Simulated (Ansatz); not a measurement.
# ScAgSe2, pressure series

Start from ScAgSe2 (space group P-3m1, No. 164; a cell from a computed database, its experimental status unchecked).

ScAgSe₂ has the trigonal space group P-3m1 (No. 164), Pearson symbol hP4. Lattice parameters: a = b = 3.897 Å, c = 6.627 Å, α = β = 90.00°, γ = 120.00°. Sc on 1a is coordinated by 6 Se at 2.724 Å (octahedral). Ag on 1b is coordinated by 6 Se at 2.867 Å (octahedral). Se on 2d is surrounded by 3 Sc at 2.724 Å and 3 Ag at 2.867 Å (trigonal prismatic). (Neighbours: up to the widest gap in distance over summed covalent radii, below 1.35, at either atom; cation-cation and far metal-metal contacts left out.)

Cell and atoms are relaxed at each pressure.

Method: Ansatz (a program for electronic structure), r2SCAN, PAW, cutoff 500 eV, spin-orbit coupling left out, earlier PAW set.

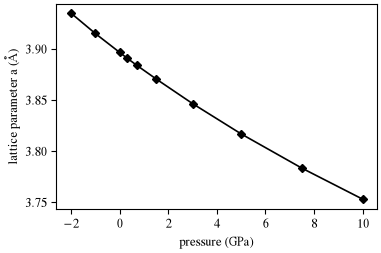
*Lattice parameter a against pressure*

```json
[
 {"pressure (GPa)": "-2", "lattice parameter a": "393.5 pm"},
 {"pressure (GPa)": "-1", "lattice parameter a": "391.5 pm"},
 {"pressure (GPa)": "0.3", "lattice parameter a": "389.1 pm"},
 {"pressure (GPa)": "0.7", "lattice parameter a": "388.4 pm"},
 {"pressure (GPa)": "1.5", "lattice parameter a": "387.1 pm"},
 {"pressure (GPa)": "3", "lattice parameter a": "384.7 pm"},
 {"pressure (GPa)": "5", "lattice parameter a": "381.7 pm"},
 {"pressure (GPa)": "7.5", "lattice parameter a": "378.3 pm"},
 {"pressure (GPa)": "10", "lattice parameter a": "375.3 pm"}
]
```

Load acts through the strain it causes; cell and atoms are relaxed under it. No phonon test of stability was made. Competing high-pressure phases were not computed. All final runs are without spin polarisation.
